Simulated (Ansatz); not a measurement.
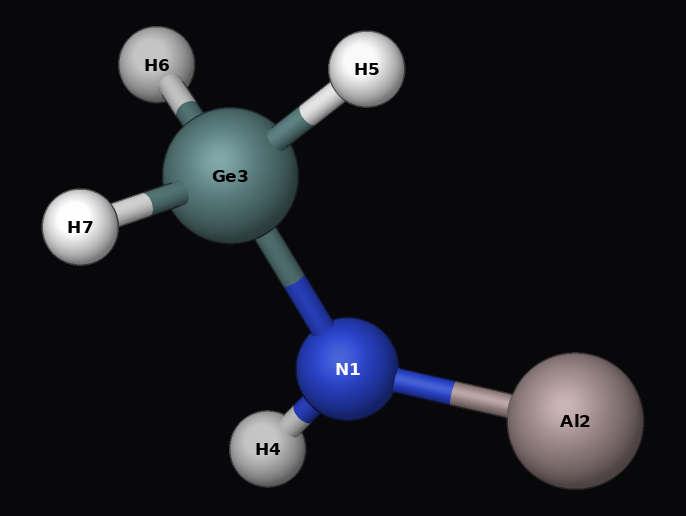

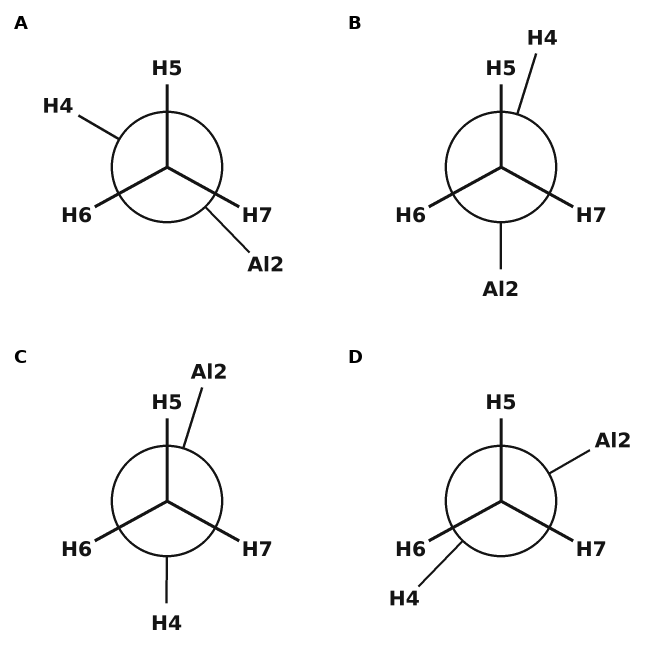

Distant atoms are faded towards the background colour. Bonds that would overlap in a projection are set slightly apart. The computed structure is the end point of a PBE-D4/def2-SVP optimisation. No frequency run is at hand to confirm it as a minimum.

**Which Newman projection shows the view along Ge3–N1, with Ge3 in front?**

C. The torsion angle H5–Ge3–N1–Al2 is 0°, synperiplanar (eclipsed).
